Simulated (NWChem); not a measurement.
# wB97X/6-31G(d) (spherical functions) run of SiH2O (SMILES O=[SiH2])

Aim: the vertical ionisation energy of SiH2O at wB97X/6-31G* (spherical functions), from 2 runs. 

The calculation is run with NWChem 7.3.0.

2 further runs of the same task are left out: 2 set aside as unsound or not needed.

**1. The system as given**

SiH2O: 4 atoms, total charge 0, spin state singlet. SMILES: `O=[SiH2]`. The shape is that of a PBE0-D4/def2-TZVP optimisation.

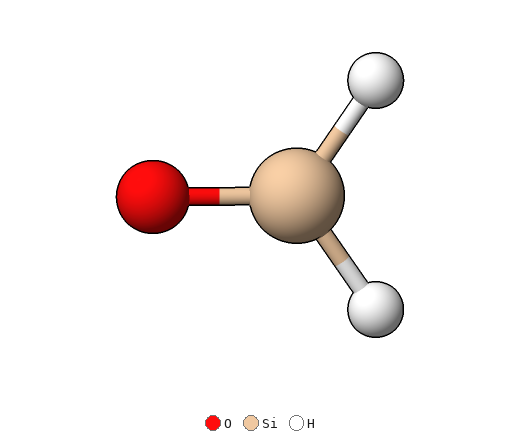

The structure, seen from a chosen angle (oxygen red, silicon light orange, hydrogen white).

**2. A single-point energy at wB97X/6-31G(d) (spherical functions)**

Input file calc.nw:

```
start calc
title "H2OSi energy"
memory 2200 mb
charge 0
geometry units au noautosym nocenter noautoz
  O     -0.53517044     0.78140175     2.77695254
  Si    -0.01266117     0.01851932     0.06595144
  H      0.83129052    -2.54357136    -0.71091497
  H     -0.28345892     1.74365030    -2.13217799
end
basis spherical bse
  O library 6-31G*
  Si library 6-31G*
  H library 6-31G*
end
dft
  xc wb97x
  grid lebedev 150 18
  convergence energy 1e-08
  iterations 100
  mulliken
  noprint "final vectors analysis"
end
task dft
```

Started as:

```
$ nwchem calc.nw > calc.out
```

Log:

```text
[...]
          Wavefunction type:  closed shell.
          No. of atoms     :     4
          No. of electrons :    24
[...]
          Charge           :     0
          Spin multiplicity:     1
[...]
          AO basis - number of functions:    36
[...]
              XC Information
              --------------
                       wb97x  Method XC Functional
                     Hartree-Fock (Exact) Exchange  1.000
                         wb97x Exchange Functional  1.000
                      wb97x Correlation Functional  1.000
[...]
 d= 0,ls=0.0,diis     1   -365.7012271079 -4.18D+02  4.54D-02  1.05D+00     1.4
[...]
 d= 0,ls=0.0,diis    10   -365.8427080351 -4.63D-09  1.39D-06  4.04D-10    12.6
         Total DFT energy =     -365.842708035113
      One electron energy =     -610.418799485325
           Coulomb energy =      222.318113953065
    Exchange-Corr. energy =      -30.226812526519
 Nuclear repulsion energy =       52.484790023666
[...]
      Total Density - Mulliken Population Analysis
     ---------------------------------------------
    Atom       Charge   Shell Charges
 -----------   ------   -------------------------------------------------------
    1 O    8     8.52   2.00  0.92  2.82  0.93  1.83  0.02
    2 Si  14    13.33   2.00  2.00  5.96  0.95  1.69  0.20  0.27  0.26
    3 H    1     1.08   0.50  0.58
    4 H    1     1.08   0.50  0.58
[...]
```

Run time: 13 s. Hardware: 1 thread of AMD EPYC 9R45 (Zen 5), shared host; peak memory 0.13 GiB.

**3. The doublet cation at the same level**

Input file h2osi.nw:

```
start h2osi
title "H2OSi wB97X"
memory 2200 mb
charge 1

geometry units angstroms noautosym nocenter noautoz
  O    -0.283200    0.413500    1.469500
  Si   -0.006700    0.009800    0.034900
  H     0.439900   -1.346000   -0.376200
  H    -0.150000    0.922700   -1.128300
end

basis spherical bse
  O library 6-31G*
  Si library 6-31G*
  H library 6-31G*
end

dft
  xc wb97x
  mult 2
  grid lebedev 150 18
  convergence energy 1e-08
  iterations 100
  mulliken
  noprint "final vectors analysis"
end

task dft energy
```

Started as:

```
$ nwchem h2osi.nw > h2osi.out
```

Log:

```text
[...]
          Wavefunction type:  spin polarized.
          No. of atoms     :     4
          No. of electrons :    23
[...]
          Charge           :     1
          Spin multiplicity:     2
[...]
          AO basis - number of functions:    36
[...]
              XC Information
              --------------
                       wb97x  Method XC Functional
                     Hartree-Fock (Exact) Exchange  1.000
                         wb97x Exchange Functional  1.000
                      wb97x Correlation Functional  1.000
[...]
 d= 0,ls=0.0,diis     1   -364.9848702993 -4.17D+02  4.15D-02  8.22D-01     1.6
[...]
 d= 0,ls=0.0,diis    13   -365.4521006259 -3.38D-09  6.90D-07  3.72D-10    19.8
[...]
         Total DFT energy =     -365.452100625889
      One electron energy =     -602.482248453055
           Coulomb energy =      214.456630353519
    Exchange-Corr. energy =      -29.911276322405
 Nuclear repulsion energy =       52.484793796052
[...]
      Total Density - Mulliken Population Analysis
     ---------------------------------------------
    Atom       Charge   Shell Charges
 -----------   ------   -------------------------------------------------------
    1 O    8     8.11   2.00  0.97  2.75  0.93  1.44  0.02
    2 Si  14    13.09   2.00  2.00  5.96  1.04  1.67  0.14  0.07  0.21
    3 H    1     0.90   0.47  0.43
    4 H    1     0.90   0.47  0.43
[...]
      <S2> =      0.7572 (Exact =     0.7500)
[...]
```

Run time: 20 s. Hardware: 1 thread of AMD EPYC 9R45 (Zen 5), shared host; peak memory 0.13 GiB.

**4. What came out**

At wB97X/6-31G* (spherical functions):

| quantity | value |
| --- | --- |
| singlet SiH2O: total energy | -365.84271 Eh |
| singlet SiH2O: dipole moment | 3.58 D |
| doublet cation: total energy | -365.45210 Eh |
| doublet cation: ⟨S²⟩ | 0.757 |
| vertical ionisation energy (to the doublet cation) | 10.629 eV |

In words: The vertical ionisation energy comes to 10.63 eV (245 kcal/mol).
